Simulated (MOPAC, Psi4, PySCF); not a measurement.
Two rigid molecules brought together: H3N ··· BCl3 (SMILES N and ClB(Cl)Cl). Monomers: optimised at B3LYP-D3(BJ) (def2-TZVP), held rigid. Orientation: a higher rigid-body minimum at GFN2-xTB (searched outside a hard wall at short contacts). The monomers approach along the line of their centres of mass (distance R); nothing else relaxes. The shortest distances reach bonding range, where SAPT0 and rigid monomers are unreliable.

Geometry at R = 2.57 Å (first 4 atoms: monomer A):
```
8

N      0.0027     0.0014     0.2791
H      0.9357    -0.1080    -0.1017
H     -0.5623    -0.7579    -0.0837
H     -0.3761     0.8645    -0.0936
Cl     1.2729     1.9889     2.0299
B      0.7229     0.4499     2.6419
Cl    -0.8952     0.2911     3.2764
Cl     1.7918    -0.9296     2.6218
```

Methods: AM1, restricted, heats of formation (MOPAC); RKS-B3LYP/6-31G* = restricted B3LYP/6-31G*, spherical d, no counterpoise correction (PySCF); revPBE-D3(BJ)/def2-TZVP, counterpoise-corrected (Psi4); RKS-BP86/6-31G* = restricted BP86/6-31G*, spherical d, no counterpoise correction (PySCF); SCS-MP2/aug-cc-pVDZ = DF-SCS-MP2/aug-cc-pVDZ, frozen core, counterpoise-corrected (Psi4).

Interaction energies in kcal/mol (negative: bound); R is the distance of the centres of mass, d the N1···B6 distance.

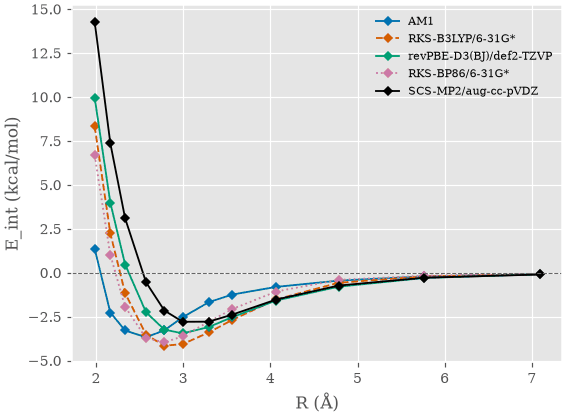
Figure. Interaction energy against separation.

| R / Å | d / Å | AM1 | RKS-B3LYP/6-31G* | revPBE-D3(BJ)/def2-TZVP | RKS-BP86/6-31G* | SCS-MP2/aug-cc-pVDZ |
|---|---|---|---|---|---|---|
| 1.98 | 1.92 | 1.37 | 8.34 | 9.97 | 6.69 | 14.29 |
| 2.16 | 2.10 | -2.26 | 2.24 | 3.98 | 1.02 | 7.36 |
| 2.33 | 2.27 | -3.28 | -1.17 | 0.47 | -1.94 | 3.09 |
| 2.57 | 2.51 | -3.67 | -3.52 | -2.25 | -3.72 | -0.55 |
| 2.78 | 2.72 | -3.27 | -4.15 | -3.23 | -3.96 | -2.15 |
| 2.99 | 2.93 | -2.53 | -4.06 | -3.45 | -3.61 | -2.79 |
| 3.29 | 3.23 | -1.67 | -3.40 | -3.09 | -2.79 | -2.78 |
| 3.56 | 3.50 | -1.24 | -2.68 | -2.52 | -2.06 | -2.38 |
| 4.06 | 4.00 | -0.81 | -1.52 | -1.58 | -1.07 | -1.53 |
| 4.78 | 4.72 | -0.44 | -0.57 | -0.79 | -0.40 | -0.73 |
| 5.76 | 5.70 | -0.21 | -0.21 | -0.30 | -0.17 | -0.28 |
| 7.09 | 7.03 | -0.08 | -0.08 | -0.09 | -0.06 | -0.10 |

Lowest grid point: AM1 -3.67 kcal/mol at R = 2.57 Å; RKS-B3LYP/6-31G* -4.15 kcal/mol at R = 2.78 Å; revPBE-D3(BJ)/def2-TZVP -3.45 kcal/mol at R = 2.99 Å; RKS-BP86/6-31G* -3.96 kcal/mol at R = 2.78 Å; SCS-MP2/aug-cc-pVDZ -2.79 kcal/mol at R = 2.99 Å.
